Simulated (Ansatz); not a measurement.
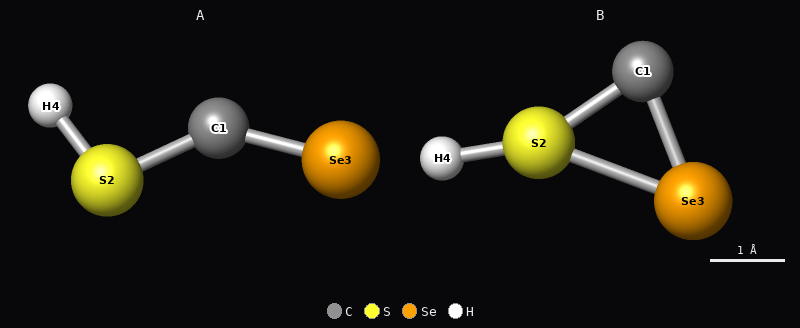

Two geometries of CHSSe (multiplicity 2), drawn at one scale. One is the start of a relaxation, the other its converged end. A ball-and-stick model, seen face on.

Method: UKS PBE-D4/def2-SVP (Ansatz 0.2.0). (force threshold 0.03 eV/Å; at most 250 steps)

Which of the two is the end point?

Structure A is the relaxed one. It is one of the separated reactants of a reaction. After 9 geometry steps the energy has fallen by 92.9 kcal/mol. Largest force component: 3.4 eV/Å at the start, 0.023 eV/Å at the end. Se3 moves most after the best rigid fit: 0.86 Å. Largest moves by element: Se 0.86 Å, C 0.85 Å, H 0.73 Å, S 0.68 Å. Near-neighbour distances that change, for instance: S2–Se3 2.244 → 3.183 Å, C1–Se3 1.889 → 1.737 Å, C1–S2 1.712 → 1.687 Å, S2–H4 1.360 → 1.374 Å. Bonds break, among them: S2–Se3 (2.24 → 3.18 Å). Among the angles between lasting bonds that change: S2–C1–Se3 76.9° → 136.7°, C1–S2–H4 152.7° → 98.1°. Groups turn about C1–S2 by about 20°. The run took 19 s on 2 threads of Arm Neoverse V1, on a shared host.
